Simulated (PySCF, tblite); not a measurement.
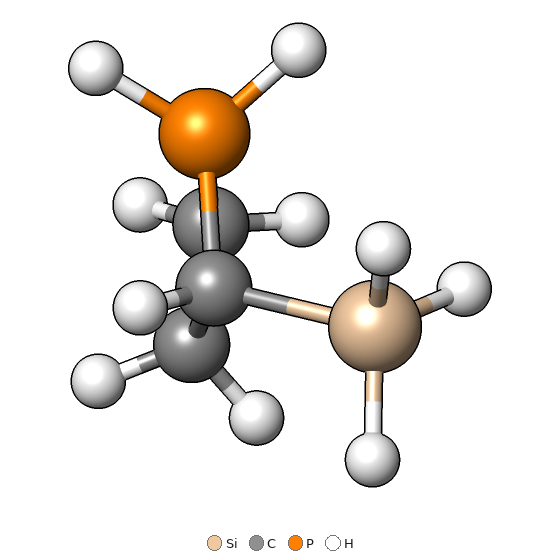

Structure of C₃H₁₀PSi⁺, SMILES [SiH3][C@@H]1CC[PH2+]1.

Vertical TDDFT excitations, CAM-B3LYP/def2-SVPD, PySCF, at a GFN2-xTB geometry (a minimum by its frequencies), gas phase.

**Predict the low-lying singlet excitations and the spectrum.**

The lowest singlet lies at 6.84 eV (181 nm, f = 0.021); the brightest of the first 8 is S5 at 8.11 eV (153 nm), f = 0.084, mainly HOMO → LUMO+2 (80 %). No singlet lies below 3.1 eV (beyond 400 nm), so at this level no vertical transition falls in the visible.


```csv
state,E (eV),λ (nm),f,main character
S1,6.84,181,0.021,HOMO → LUMO (97 %)
S2,7.69,161,0.014,HOMO−3 → LUMO (47 %)
S3,7.85,158,0.005,HOMO−1 → LUMO (74 %)
S4,8.03,154,0.000,HOMO → LUMO+1 (72 %)
S5,8.11,153,0.084,HOMO → LUMO+2 (80 %)
S6,8.28,150,0.008,HOMO−2 → LUMO (45 %)
S7,8.48,146,0.001,HOMO → LUMO+3 (45 %)
S8,8.52,145,0.003,HOMO−4 → LUMO (34 %)
```

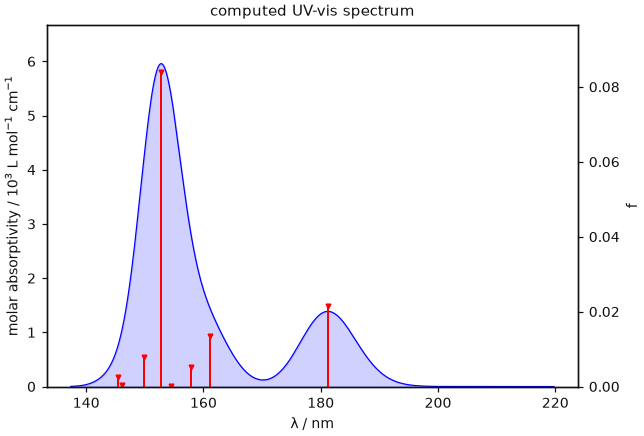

Only the first 8 singlet excitations are included; each is broadened by a Gaussian of 1/e half-width 0.25 eV. Sticks give oscillator strengths (right axis).

Note: the tight-binding geometry is rougher than a DFT one and adds to the error; one conformer of a flexible molecule; core orbitals are frozen in the response.
